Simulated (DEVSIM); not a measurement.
Structure: Co/AlN/p-Ge capacitor, at 300 K.

| layer (left to right) | material | thickness (nm) | Na (cm⁻³) |
|---|---|---|---|
| 1 | AlN | 24.0 | - |
| 2 | Ge | 2300 | 6.6e16 |

Metal gate on the left, work function 5 eV. Fixed charge at the semiconductor interface -6.8e11 cm⁻² (in units of +e); no interface traps.

The device is made up for the run: typed textbook-type constants, with dimensions and the other settings drawn at random. Values at 300 K.

| parameter | AlN | Ge |
|---|---|---|
| gap (eV) | 6.1 | 0.664 |
| affinity (eV) | 1.9 | 4 |
| permittivity | 8.5 | 16 |
| Nc (cm⁻³) | - | 1.04e19 |
| Nv (cm⁻³) | - | 6e18 |

DEVSIM, 1D Poisson equation in equilibrium, Boltzmann statistics, complete ionisation; no quantum confinement or tunnelling. Metal contacts follow the ideal Schottky-Mott rule: no Fermi-level pinning, no interface dipoles.

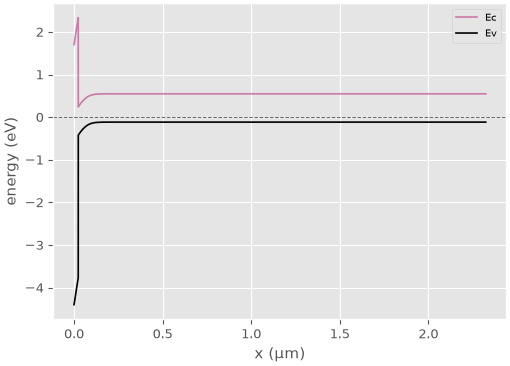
Fig. 1. Band edges at 1.4 V on the gate

Energies count from the Fermi level of the right contact; mesh points crowd at the junctions.

| x (μm) | Ec (eV) | Ev (eV) | n (cm⁻³) | p (cm⁻³) | field (V/cm) |
|---|---|---|---|---|---|
| 0.000 | 1.700 | -4.400 | < 1e2 | < 1e2 | 270000 |
| 0.001395 | 1.737 | -4.363 | < 1e2 | < 1e2 | 270000 |
| 0.004474 | 1.819 | -4.281 | < 1e2 | < 1e2 | 270000 |
| 0.01071 | 1.986 | -4.114 | < 1e2 | < 1e2 | 270000 |
| 0.01981 | 2.229 | -3.871 | < 1e2 | < 1e2 | 270000 |
| 0.02266 | 2.305 | -3.795 | < 1e2 | < 1e2 | 270000 |
| 0.02404 | 0.241 | -0.423 | 9.5e14 | 4.6e11 | 65000 |
| 0.02639 | 0.256 | -0.408 | 5.3e14 | 8.3e11 | 63000 |
| 0.03112 | 0.285 | -0.379 | 1.7e14 | 2.5e12 | 59000 |
| 0.04150 | 0.342 | -0.322 | 1.8e13 | 2.4e13 | 52000 |
| 0.06636 | 0.448 | -0.216 | 3.1e11 | 1.4e15 | 33000 |
| 0.1515 | 0.546 | -0.118 | 7.1e9 | 6.1e16 | 1000 |
| 0.3228 | 0.547 | -0.117 | 6.6e9 | 6.6e16 | ≈ 0 |
| 0.6990 | 0.547 | -0.117 | 6.6e9 | 6.6e16 | ≈ 0 |
| 1.678 | 0.547 | -0.117 | 6.6e9 | 6.6e16 | ≈ 0 |
| 2.038 | 0.547 | -0.117 | 6.6e9 | 6.6e16 | ≈ 0 |
| 2.202 | 0.547 | -0.117 | 6.6e9 | 6.6e16 | ≈ 0 |
| 2.271 | 0.547 | -0.117 | 6.6e9 | 6.6e16 | ≈ 0 |
| 2.307 | 0.547 | -0.117 | 6.6e9 | 6.6e16 | ≈ 0 |
| 2.317 | 0.547 | -0.117 | 6.6e9 | 6.6e16 | ≈ 0 |
| 2.322 | 0.547 | -0.117 | 6.6e9 | 6.6e16 | ≈ 0 |
| 2.324 | 0.547 | -0.117 | 6.6e9 | 6.6e16 | ≈ 0 |
